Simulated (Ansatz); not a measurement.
# C$_{3}$HF$_{5}$ (SMILES FC(F)=CC(F)(F)F): what the fields show

Input file:

```
basis:
  gaussian: {orbitals: def2-SVPD}
crystal:
  periodic: [false, false, false]
  atoms:
    - {symbol: C, position_ang: [1.279558, 0.075762, 0.165979]}
    - {symbol: C, position_ang: [1.340826, -0.755998, 1.200988]}
    - {symbol: C, position_ang: [0.192741, -1.495374, 1.792891]}
    - {symbol: F, position_ang: [0.216266, 0.392510, -0.510905]}
    - {symbol: F, position_ang: [2.325253, 0.694813, -0.307515]}
    - {symbol: F, position_ang: [-0.963233, -1.236805, 1.184938]}
    - {symbol: F, position_ang: [0.049358, -1.187666, 3.086609]}
    - {symbol: F, position_ang: [0.397448, -2.815764, 1.731387]}
    - {symbol: H, position_ang: [2.314463, -0.917930, 1.662839]}
hamiltonian: {xc: pbe0}
output: {forces: true, orbitals: {seedname: orbitals}}
```

Command:

```sh
ansatz run input.yaml --threads 2 --pin off --max-ram 5220MiB --events-out events.jsonl --progress --plain --runs-dir runs
```

Geometry: PBE0-D4/def2-SVP.

Computed with Ansatz, isolated molecule in a Gaussian basis; Kohn-Sham density functional theory, functional PBE0.

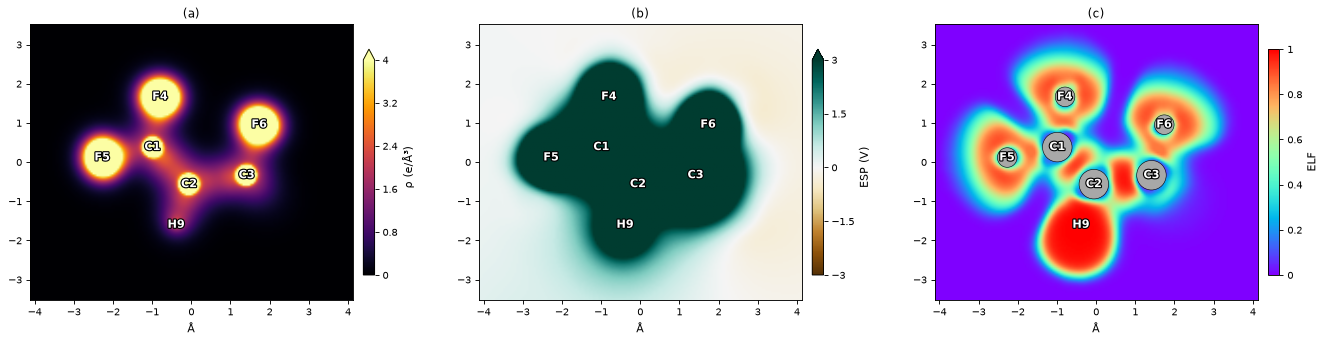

Figure 1. (a) total electron density; (b) molecular electrostatic potential; (c) electron localisation function on the plane of atoms F4, C1 and F5. Grey discs cover the atomic cores in the ELF map.

Q: Read the bonding off the picture.

A:
- The section cuts through C, F and H sites.
- C–F (1.30 Å): the density is about 2.6 e/Å³ at the midpoint; the ELF peaks at about 0.85 between the atoms; a polar covalent bond.
- C–C (1.33 Å): ρ at the midpoint is about 2.3 e/Å³; the ELF peaks at about 0.90 between the atoms (a multiple bond).
- C–H (1.09 Å): ρ at the midpoint is about 2 e/Å³; the ELF climbs to about 1 towards the hydrogen, as it does in any bond to H (a covalent bond by its length).
- C–C (1.49 Å): ρ at the midpoint is about 1.9 e/Å³; the ELF peaks at about 1 between the atoms: a shared electron pair.
- The ELF also peaks beside F5, F6 and F4, away from the bonds: lone-pair regions.
- Outside the dense part of the molecule the potential is most negative (−0.4 V) near F6.

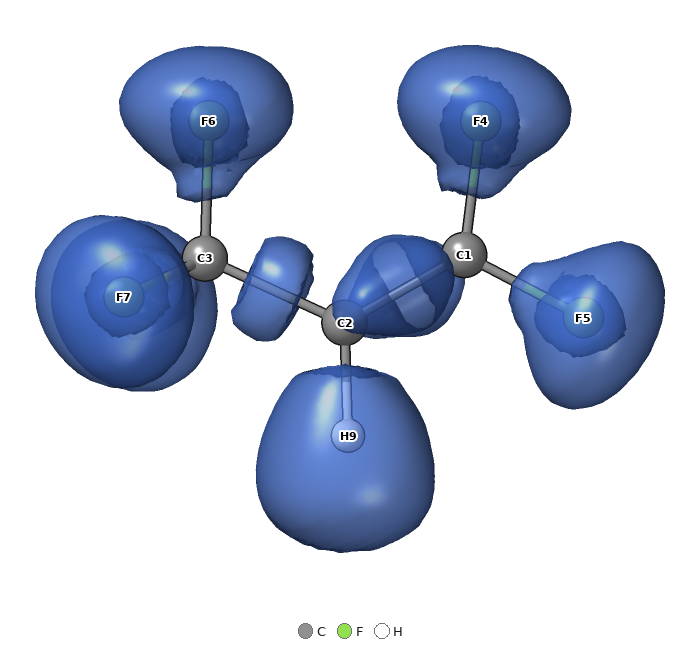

Figure 2. Isosurface of the electron localisation function at 0.75 (blue), seen across its widest extent. Core shells and regions of very low density are left out.

Q: Identify the bonds, lone pairs and shells in this picture.

A: The surface consists of two regions between bonded C–C atoms (shared pairs), one region around a hydrogen nucleus and five regions on F in which the atom's valence shell and bonds are merged.

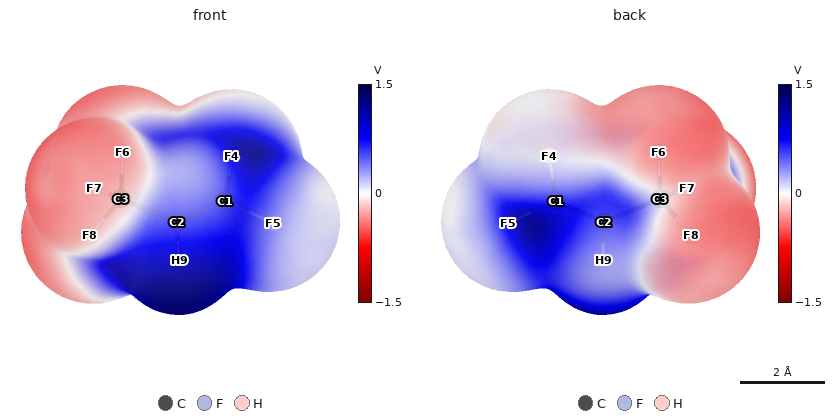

Figure 3. The electrostatic potential painted on the density surface at 0.001 e/bohr³, seen from the front and from behind; red is negative and blue positive.

Q: Where is the surface potential most negative and most positive?

A: The most negative region (about −0.4 V) lies over F6, F7 and F8, the most positive (about +1.4 V) over H9.

Q: How polar is the molecule by this calculation?

A: Its dipole moment is 1.69 D.
